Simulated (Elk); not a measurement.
# Al4V: is a spiral lower than the collinear state?, part 2 of 2

Aim: the energy of spin spirals in Al4V along a path of wavevectors.

Elk 11.2.3 (patched build); LDA (Perdew-Wang); all-electron APW+lo, Dirac cores, scalar-relativistic bands.

So far. Step 2 (Reference state): After 25 cycles the largest moment stands at 0.611 μB.

The structure was built from a prototype and need not be the compound's stable phase.

## 3. One pass at q = (0.25, -0.25, 0.25)

One diagonalisation in the potential of q = 0; by the force theorem the spiral's energy is the band energy with the smearing's entropy term, less that of a like pass at q = 0. The total energy that such a pass prints is not self-consistent and is not used.

elk.in reads:

```
tasks
  1

xctype
  3

rgkmax
  7.0

nempty
  12

swidth
  0.002

reducebf
  0.5

epsengy
  1e-06

maxscl
  1

lmaxi
  2

spinsprl
  .true.

spinpol
  .true.

vqlss
  0.250000 -0.250000 0.250000

sppath
  './'

avec
  -5.32402178694 5.32402178694 5.32402178694
  5.32402178694 -5.32402178694 5.32402178694
  5.32402178694 5.32402178694 -5.32402178694

atoms
  2
  'V.in'
  1
  0.0000000000 0.0000000000 0.0000000000   -0.000022 0.000000 -0.000039
  'Al.in'
  4
  0.0000000000 0.0000000000 0.5000000000   0.000000 0.000000 0.000000
  0.0000000000 0.5000000000 0.0000000000   0.000000 0.000000 0.000000
  0.5000000000 0.0000000000 0.0000000000   0.000000 0.000000 0.000000
  0.5000000000 0.5000000000 0.5000000000   0.000000 0.000000 0.000000

ngridk
  8 8 8
```

The run is started by

```sh
$ OMP_NUM_THREADS=4 elk
```

Numbers of over 12 decimals in the logs are rounded to 6 here.

Output:

```text
Warning(gndstate): core states of species 2 leak from the muffin-tin :   0.5571732114E-03

--- INFO.OUT ---
┌─────────────────────────┐
│ Elk code version 11.2.3 │
└─────────────────────────┘

All units are atomic (Hartree, Bohr, etc.)

┌──────────────────────────────────────────┐
│ Ground-state run resuming from STATE.OUT │
└──────────────────────────────────────────┘

Lattice vectors :
  -5.324021787       5.324021787       5.324021787
   5.324021787      -5.324021787       5.324021787
   5.324021787       5.324021787      -5.324021787

Species : 1 (V)
 muffin-tin radius :    2.379515540
 atomic positions (lattice), magnetic fields (Cartesian) :
  1 :   0.00000000  0.00000000  0.00000000    0.00000000  0.00000000  0.00000000

Species : 2 (Al)
 muffin-tin radius :    2.181222578
 atomic positions (lattice), magnetic fields (Cartesian) :
  1 :   0.00000000  0.00000000  0.50000000    0.00000000  0.00000000  0.00000000
  2 :   0.00000000  0.50000000  0.00000000    0.00000000  0.00000000  0.00000000
  3 :   0.50000000  0.00000000  0.00000000    0.00000000  0.00000000  0.00000000
  4 :   0.50000000  0.50000000  0.50000000    0.00000000  0.00000000  0.00000000

Total number of atoms per unit cell :    5
Total muffin-tin volume :    230.3153114
 ratio of muffin-tin to unit cell volume :   0.3815428746

Spin treatment :
 spin-polarised
 global magnetic field (Cartesian) :    0.000000000       0.000000000       0.000000000
 non-collinear magnetisation
 spin-spiral state assumed
  q-vector (lattice)   :   0.2500000000     -0.2500000000      0.2500000000
  q-vector (Cartesian) :    0.000000000      0.2950394250      0.3599347990E-17
  q-vector length      :   0.2950394250

Number of Bravais lattice symmetries :    8
Number of crystal symmetries         :    8
Crystal has no inversion symmetry
Complex Hermitian eigensolver will be used

k-point grid :      8     8     8
k-point offset :    0.000000000       0.000000000       0.000000000
k-point set is reduced with full crystal symmetry group
Total number of k-points :      100

Muffin-tin radius times maximum |G+k| :    7.000000000
 using average radius
Maximum |G+k| for APW functions       :    3.151902089
Maximum (1/2)|G+k|²                   :    4.967243389
Maximum |G| for potential and density :    12.00000000
Constant for pseudocharge density :    7
 order of it for each species :   14  14
 order of it for pair densities of each species (exact exchange by exxq0 0: 14) :   11   9
Radial integration step length :    1

G-vector grid sizes :     36    36    36
Number of G-vectors :    17549

Maximum angular momentum used for
 APW functions            :    8
 outer part of muffin-tin :    6

Number of empty states         :     60
Total number of valence states :    170
Total number of core states    :     26

Third-order local-orbitals added for an l without core states : T
Total number of local-orbitals :     58

Exchange-correlation functional :      3     0     0
 Perdew-Wang/Ceperley-Alder, Phys. Rev. B 45, 13244 (1992)
 gradient requirement :    0
 local density approximation (LDA)

Smearing type :    3
 Fermi-Dirac
Smearing width :   0.2000000000E-02
Effective electronic temperature (K) :    631.5500496

Mixing type :    3
 Broyden mixing, J. Phys. A: Math. Gen. 17, L317 (1984)

Potential read in from STATE.OUT

┌──────────────────────────────┐
│ Self-consistent loop started │
└──────────────────────────────┘

┌─────────────────┐
│ Loop number : 1 │
└─────────────────┘

Reached self-consistent loops maximum

Energies :
 Fermi                       :     0.188626
 sum of occupied eigenvalues :     -1071.2565180881
 electron kinetic            :      1925.7444457189
 core electron kinetic       :      1591.3410109338
 Coulomb                     :     -3726.4571224319
 Coulomb potential           :     -2845.8710515068
 nuclear-nuclear             :     -315.56482987331
 electron-nuclear            :     -3984.1470094579
 Hartree                     :      573.25471689931
 Madelung                    :     -2303.5215966785
 xc potential                :     -151.12327663205
 xc effective B-field        :    -0.65052392356535E-02
 external B-field            :      0.000000
 exchange                    :     -108.47695150788
 correlation                 :     -5.865105
 electron entropic           :    -0.21390238606983E-02
 total energy                :     -1915.0568725248
 (external B-field energy excluded from total)

Density of states at Fermi energy :    162.7747139
 (states/Hartree/unit cell)

Estimated indirect band gap :   0.7954304943E-04
 from k-point 23 to k-point 48
Estimated direct band gap   :   0.1266167609E-02
 at k-point 64

Charges :
 core                        :    26.00000000
 valence                     :    49.00000000
 interstitial                :    7.924185833
 muffin-tins (core leakage)
  species : 1 (V)
   atom 1                    :    21.96363668     ( -0.3549489088E-05)
  species : 2 (Al)
   atom 1                    :    11.27804437     (  0.5571732114E-03)
   atom 2                    :    11.27804437     (  0.5571732114E-03)
   atom 3                    :    11.27804437     (  0.5571732114E-03)
   atom 4                    :    11.27804437     (  0.5571732114E-03)
 total in muffin-tins        :    67.07581417
 total calculated charge     :    74.99774566
 total charge                :    75.00000000
 error                       :   0.2254340106E-02

Moments :
 interstitial                :   0.6012488242E-01  0.5177632160E-04  0.1919159779
 muffin-tins
  species : 1 (V)
   atom 1                    :   0.2339941072      0.1389494981E-03  0.5441602943
  species : 2 (Al)
   atom 1                    :   0.5168941447E-02  0.4724821963E-05  0.2016619999E-01
   atom 2                    :   0.5168941447E-02  0.4724821963E-05  0.2016619999E-01
   atom 3                    :   0.5168941447E-02  0.4724821963E-05  0.2016619999E-01
   atom 4                    :   0.5168941447E-02  0.4724821963E-05  0.2016619999E-01
 total in muffin-tins        :   0.2546698730      0.1578487860E-03  0.6248250942
 total moment                :   0.3147947554      0.2096251076E-03  0.8167410722

┌──────────────────────────────┐
│ Self-consistent loop stopped │
└──────────────────────────────┘

Warning : core states of species 2 leak from the muffin-tin :   0.5571732114E-03
```

Elapsed: 26 s, on 4 threads of Arm Neoverse V1, shared host; peak memory 0.42 GiB.

Read from the output:

- magnetization: 0.3148, 0, 0.8167 μB
- final state: spiral
- largest moment: 0.5923 μB

Moments of a spiral are printed for the first cell, in the frame that turns with it; over the crystal the turning parts cancel.

By that sum this spiral lies +6.7 meV a seeded atom from q = 0.

## 4. One pass at q = (0.5, -0.5, 0.5)

Changes to elk.in since step 3:

```diff
@@ -34,3 +34,3 @@
 vqlss
-  0.250000 -0.250000 0.250000
+  0.500000 -0.500000 0.500000
```

The run is started by

```sh
$ OMP_NUM_THREADS=4 elk
```

Output:

```text
Warning(gndstate): core states of species 2 leak from the muffin-tin :   0.5571732114E-03

--- INFO.OUT ---
┌─────────────────────────┐
│ Elk code version 11.2.3 │
└─────────────────────────┘

All units are atomic (Hartree, Bohr, etc.)

┌──────────────────────────────────────────┐
│ Ground-state run resuming from STATE.OUT │
└──────────────────────────────────────────┘

Lattice vectors :
  -5.324021787       5.324021787       5.324021787
   5.324021787      -5.324021787       5.324021787
   5.324021787       5.324021787      -5.324021787
[...]
atom 2                    :   0.2712710531E-02  0.5085758925E-05  0.2056568008E-01
   atom 3                    :   0.2712710531E-02  0.5085758925E-05  0.2056568008E-01
   atom 4                    :   0.2712710531E-02  0.5085758925E-05  0.2056568008E-01
 total in muffin-tins        :   0.2290493846      0.1399856125E-03  0.6297065578
 total moment                :   0.2711305263      0.1899477300E-03  0.8251916549

┌──────────────────────────────┐
│ Self-consistent loop stopped │
└──────────────────────────────┘

Warning : core states of species 2 leak from the muffin-tin :   0.5571732114E-03

[key lines of the parts left out:]
total energy                :     -1915.0569253167
```

The job ended after 26 s (4 threads; peak memory 0.44 GiB).

This step gave:

* magnetization: 0.2711, 0, 0.8252 μB
* final state: spiral
* largest moment: 0.5893 μB

By that sum this spiral lies +8.8 meV a seeded atom from q = 0.

## 5. The whole path

Wavevectors, in fractions of the reciprocal vectors: (0, 0, 0); (0.25, -0.25, 0.25); (0.5, -0.5, 0.5); (0.25, -0.25, 0.5); (0, 0, 0.5); (0, 0, 0.25); (0, 0, 0); (0.25, 0.25, 0.25). The path runs through Γ, H, N, Γ, P.

Energy less that at q = 0, frozen potential against path:

```
path (Å⁻¹)  energy less that at q = 0, frozen potential (meV a seeded atom)
      0.00                                                                0
      0.56                                                             6.68
      1.12                                                             8.82
      1.51                                                             8.46
      1.90                                                             9.16
      2.30                                                             6.24
      2.69                                                                0
      3.66                                                             10.4
```

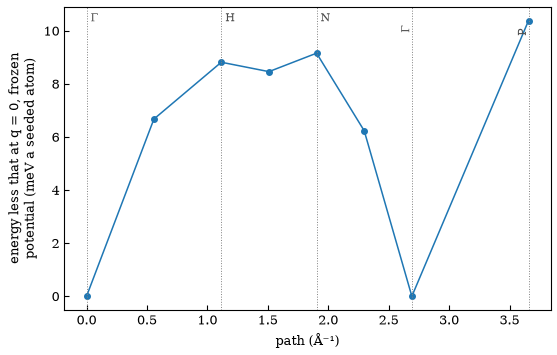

Energy less that at q = 0, frozen potential, plotted against path.

The magnon energy 4 dE/(M sin²θ), frozen potential by path:

| path (Å⁻¹) | magnon energy 4 dE/(M sin²θ), frozen potential (meV) |
| --- | --- |
| 0.00 | 0 |
| 0.56 | 118 |
| 1.12 | 155 |
| 1.51 | 149 |
| 1.90 | 161 |
| 2.30 | 110 |
| 2.69 | 0 |
| 3.66 | 183 |

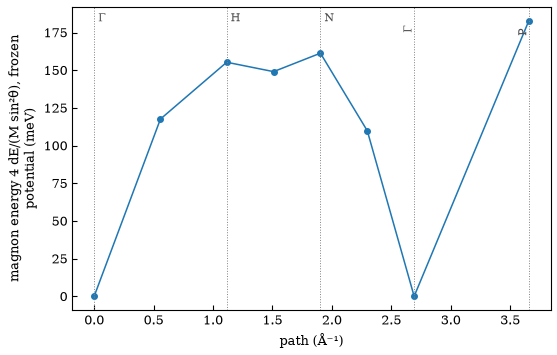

Magnon energy 4 dE/(M sin²θ), frozen potential, plotted against path.

## 6. What came out

| Item | Value |
| --- | --- |
| lowest point | (0, 0, 0), 0 meV a seeded atom (frozen potential) |
| highest point | (0.25, 0.25, 0.25), 10.4 meV a seeded atom |

**Reading.** No spiral on the path lies under the state at q = 0; the dearest costs 10.4 meV a seeded atom. The energies are those of a cone of 30°, about sin²θ = 0.25 of a flat spiral's. The magnon energies are adiabatic and undamped. The mesh is the same for all points and was not tested: differences of a few meV, and of some ten in a metal, can be noise.

[Logs and program files are shortened in this print: banners, set-up blocks, solver, clock and traceback lines can be left out without a mark of their own.]

[Logs are printed without paths, hosts, clocks, repeated set-up lines and the standing remarks that a program may print on its own settings, such as how far it seeks lower states.]

[Hosts, paths, dates, database ids (printed as entryN), source tags and the programs' standing remarks are cut or masked in the printed files.]

[Where a cell is said to come from a database of computed structures, the database is the Materials Project.]
